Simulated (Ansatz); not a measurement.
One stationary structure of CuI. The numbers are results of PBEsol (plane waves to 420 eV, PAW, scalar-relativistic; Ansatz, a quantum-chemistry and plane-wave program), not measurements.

F-43m (No. 216), cF8, zinc blende type; a = 5.940 Å, b = 5.940 Å, c = 5.940 Å, α = 90.00°, β = 90.00°, γ = 90.00°.

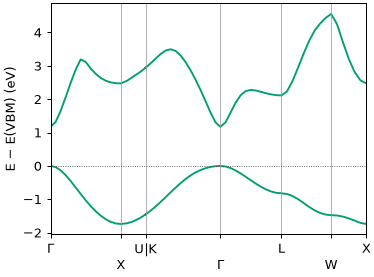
Highest filled and lowest empty band along the path of this cell's Brillouin zone

Problem. Read off the gap and say whether it is direct.

Solution. 1.17 eV, direct at Γ (no spin-orbit coupling).

Problem. How far does the top valence band disperse along this path?

Solution. About 1.7 eV.

No spin polarisation in the result. Spin-orbit coupling is missing; with elements this heavy it can move band edges by tenths of an eV or more.

Measured for CuI: a 6.053 Å (as listed in arXiv:2305.18931). Computed minus measured — a: PBEsol -1.9 %. The computed values are for a static lattice.

The run could not lose the symmetry of its start.
